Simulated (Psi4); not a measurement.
# UDSD-PBEP86/6-311+G(d,p) run of C2H3FO (SMILES CO[C]F)

Aim: the vertical triplet–singlet gap of C2H3FO at UDSD-PBEP86/6-311+G**, from 2 runs. Input form: a Python script.

The results are computed with Psi4 1.11.

## 1. The system as given

C2H3FO has 7 atoms, charge 0, and is taken as a triplet. As SMILES, `CO[C]F`. The coordinates come from a GFN2-xTB relaxation. This is one conformer, not always the lowest.

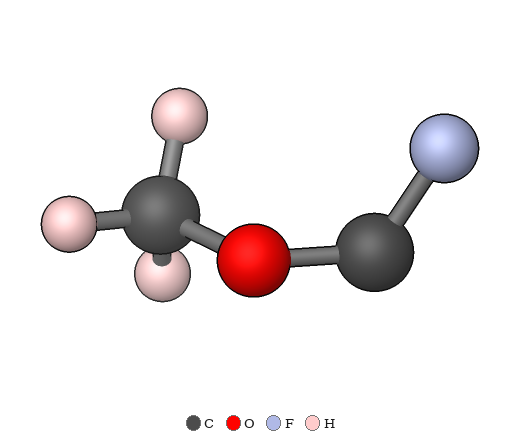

Viewed from a chosen angle; carbon dark grey, oxygen red, fluorine light blue, hydrogen pink.

## 2. The energy at UDSD-PBEP86/6-311+G(d,p)

c2h3fo.xyz

```xyz
7
C2H3FO
C      0.341450     0.713210     0.251280
O     -0.683500     0.051270    -0.529040
C     -0.503330    -1.189390    -0.901810
F     -0.894920    -2.231840    -0.132730
H      0.561860     0.136950     1.150870
H     -0.069260     1.686810     0.506780
H      1.247700     0.832980    -0.345340
```

c2h3fo.py

```python
import psi4

psi4.set_memory('1600 MB')
psi4.set_num_threads(1)
psi4.core.set_output_file('c2h3fo.out', False)

with open('c2h3fo.xyz') as f:
    atoms = ''.join(f.readlines()[2:])
geom = psi4.geometry('0 3\n' + atoms + 'symmetry c1\nno_reorient\nno_com')

psi4.set_options({
    'reference': 'uks',
    'puream': True,
    'e_convergence': 1e-09,
    'd_convergence': 1e-08,
    'scf_type': 'pk',
    'dft_radial_points': 99,
    'dft_spherical_points': 590,
    'num_frozen_docc': 4,
    'maxiter': 200,
})

e_tot, wfn = psi4.energy('dsd-pbep86/6-311+G**', return_wfn=True)
print(f'dsd-pbep86/6-311+G** energy: {e_tot:.10f} Eh')
```

Launch:

```bash
$ python c2h3fo.py
```

c2h3fo.out, cut to the lines that bear on the results:

```text
[...]
  Running in c1 symmetry.
[...]
  Nuclear repulsion =  114.430360447109976
[...]
  Multiplicity = 3
[...]
  Nalpha       = 17
  Nbeta        = 15
[...]
    Number of basis functions: 106
[...]
   @UKS iter   1:  -252.10779722377461   -6.86802e-01   4.14395e-03 ADIIS/DIIS
[...]
   @UKS iter  14:  -252.20622527069091   -1.35003e-11   9.72161e-09 DIIS
[...]
   @S^2 Observed:                2.008215900E+00
[...]
    Orbital Energies [Eh]
    ---------------------
    Alpha Occupied:
       1A    -25.762347     2A    -20.125480     3A    -11.009870
       4A    -10.932245     5A     -1.514137     6A     -1.338792
       7A     -0.932276     8A     -0.803907     9A     -0.693801
      10A     -0.667492    11A     -0.660801    12A     -0.596750
      13A     -0.586870    14A     -0.520183    15A     -0.485487
      16A     -0.410980    17A     -0.311505
    Alpha Virtual:
      18A      0.049181    19A      0.075268    20A      0.077543
      21A      0.079575    22A      0.106488    23A      0.115169
      24A      0.115990    25A      0.164480    26A      0.204532
[...]
  @UKS Final Energy:  -252.20622527069091
   => Energetics <=
    Nuclear Repulsion Energy =            114.4303604471099760
    One-Electron Energy =                -573.4298953828376852
    Two-Electron Energy =                 215.6064047853089960
    DFT Exchange-Correlation Energy =      -8.8130951202722123
    Empirical Dispersion Energy =           0.0000000000000000
    VV10 Nonlocal Energy =                  0.0000000000000000
    Total Energy =                       -252.2062252706909078
[...]
 Multipole Moments:
 ------------------------------------------------------------------------------------
     Multipole            Electronic (a.u.)      Nuclear  (a.u.)        Total (a.u.)
 ------------------------------------------------------------------------------------
 L = 1.  Multiply by 2.5417464519 to convert [e a0] to [Debye]
 Dipole X            :         24.8119935          -24.1001686            0.7118249
 Dipole Y            :         38.3035648          -37.5615949            0.7419699
 Dipole Z            :         15.4154045          -15.1513705            0.2640340
 Magnitude           :                                                    1.0615686
[...]
```

The script printed:

```text
Memory set to   1.490 GiB by Python driver.
  Threads set to 1 by Python driver.
dsd-pbep86/6-311+G** energy: -252.5450774977 Eh
```

Wall time 32 s (1 thread of Intel Xeon Platinum 8375C at 2.90GHz (Ice Lake), shared host); peak memory 0.64 GiB.

## 3. The singlet, same level

c2h3fo.xyz is that of step 2.

c2h3fo.py

```python
import psi4

psi4.set_memory(1600000000)
psi4.set_num_threads(1)
psi4.core.set_output_file('c2h3fo.out', False)

with open('c2h3fo.xyz') as f:
    atoms = ''.join(f.readlines()[2:])
mol = psi4.geometry('0 1\n' + atoms + 'symmetry c1')

psi4.set_options({
    'basis': '6-311+G**',
    'puream': True,
    'e_convergence': 1e-09,
    'd_convergence': 1e-08,
    'scf_type': 'pk',
    'dft_radial_points': 99,
    'dft_spherical_points': 590,
    'num_frozen_docc': 4,
})

e_tot, wfn = psi4.energy('dsd-pbep86', molecule=mol, return_wfn=True)
print(f'dsd-pbep86 energy: {e_tot:.10f} Eh')
```

Launch:

```bash
$ python c2h3fo.py
```

c2h3fo.out, cut to the lines that bear on the results:

```text
[...]
  Running in c1 symmetry.
[...]
  Nuclear repulsion =  114.430360447109976
[...]
  Multiplicity = 1
[...]
  Nalpha       = 16
  Nbeta        = 16
[...]
    Number of basis functions: 106
[...]
   @RKS iter   1:  -252.14575113154302   -7.24756e-01   4.09820e-03 ADIIS/DIIS
[...]
   @RKS iter  13:  -252.22379118966390   -1.67404e-11   5.40594e-09 DIIS
[...]
    Orbital Energies [Eh]
    ---------------------
    Doubly Occupied:
       1A    -25.774602     2A    -20.131104     3A    -11.031105
       4A    -10.955756     5A     -1.519628     6A     -1.348696
       7A     -0.938497     8A     -0.792959     9A     -0.700691
      10A     -0.654528    11A     -0.645035    12A     -0.599943
      13A     -0.594458    14A     -0.516979    15A     -0.482091
      16A     -0.332458
[...]
  @RKS Final Energy:  -252.22379118966390
   => Energetics <=
    Nuclear Repulsion Energy =            114.4303604471099760
    One-Electron Energy =                -572.9834095877602067
    Two-Electron Energy =                 215.1264355946844660
    DFT Exchange-Correlation Energy =      -8.7971776436981557
    Empirical Dispersion Energy =           0.0000000000000000
    VV10 Nonlocal Energy =                  0.0000000000000000
    Total Energy =                       -252.2237911896638991
[...]
 Multipole Moments:
 ------------------------------------------------------------------------------------
     Multipole            Electronic (a.u.)      Nuclear  (a.u.)        Total (a.u.)
 ------------------------------------------------------------------------------------
 L = 1.  Multiply by 2.5417464519 to convert [e a0] to [Debye]
 Dipole X            :         -2.7713259            3.3221734            0.5508475
 Dipole Y            :         -4.8885076            5.9444224            1.0559147
 Dipole Z            :         -1.0397207            1.8807032            0.8409825
 Magnitude           :                                                    1.4579576
[...]
```

The script printed:

```text
Memory set to   1.490 GiB by Python driver.
  Threads set to 1 by Python driver.
dsd-pbep86 energy: -252.5810166808 Eh
```

It took 24 s on 1 thread of Intel Xeon Platinum 8375C at 2.90GHz (Ice Lake), shared host; peak memory 0.63 GiB.

## 4. What came out

At UDSD-PBEP86/6-311+G**, 4 core orbitals frozen:

| quantity | value |
| --- | --- |
| triplet: total energy | -252.54508 Eh |
| triplet: HOMO energy (SCF part's orbitals) (highest over α and β) | -8.48 eV |
| triplet: LUMO energy (SCF part's orbitals) (lowest over α and β) | -0.13 eV |
| triplet: ⟨S²⟩ | 2.008 |
| singlet: total energy | -252.58102 Eh |
| singlet: HOMO energy (SCF part's orbitals) | -9.05 eV |
| singlet: LUMO energy (SCF part's orbitals) | 0.42 eV |
| singlet: HOMO–LUMO gap (SCF part's orbitals) | 9.47 eV |
| vertical energy of the singlet above the triplet | -0.978 eV |

In words: At this shape the singlet lies 0.98 eV (94.4 kJ/mol) below the triplet.
